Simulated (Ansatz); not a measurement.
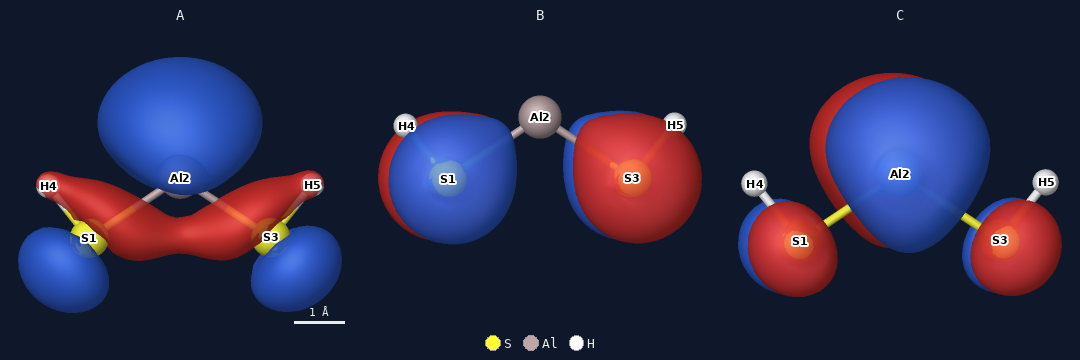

AlH$_{2}$S$_{2}$ (SMILES [SH][Al][SH]) (doublet). Three frontier orbitals at ±0.08 Å⁻³ᐟ² (red and blue are the two phases), in no order.

Computed with UKS r2SCAN/6-31G* in Ansatz.

Input file:

```
crystal:
  periodic: [false, false, false]
  atoms:
    - { symbol: S, position_ang: [-1.6203, -0.7567, -0.7923] }
    - { symbol: Al, position_ang: [-0.3356, 0.8326, 0.1739] }
    - { symbol: S, position_ang: [1.7726, 0.3069, 0.6999] }
    - { symbol: H, position_ang: [-2.0474, -1.1714, 0.439] }
    - { symbol: H, position_ang: [1.42723, -0.14188, 2.0023] }
magnetization:
  spin_polarized: true
  initial_magnetization: 1
basis:
  gaussian: { orbitals: "6-31G*" }
hamiltonian:
  xc: r2scan
relax:
  f_tol: 0.015
  max_steps: 40
output:
  orbitals: {}
```

Run with:

```sh
ansatz run input.yaml --threads 1 --pin off --max-ram 2048MiB --backend cpu --events-out ev --progress --plain --runs-dir out
```

The fields are those of the relaxed geometry.

Which picture is the HOMO−1, the HOMO and the LUMO? All are α orbitals.

B is the HOMO−1 (α) (−6.63 eV). It lies mainly on S1 (about 45 %) and S3 (about 45 %); it changes sign across the molecular plane (π type). A is the HOMO (α) (−5.50 eV). Its weight (Hirshfeld) is mainly on Al2 (about 65 %), S1 (about 15 %) and S3 (about 15 %); it is symmetric in the molecular plane (an in-plane orbital: σ, lone-pair or in-plane π type). C is the LUMO (α) (−2.13 eV). Its weight (Hirshfeld) is mainly on Al2 (about 75 %), S1 (about 10 %) and S3 (about 10 %); it changes sign across the molecular plane (π type).

What is the gap between the highest occupied and lowest empty α orbitals?

3.37 eV between the orbital energies.
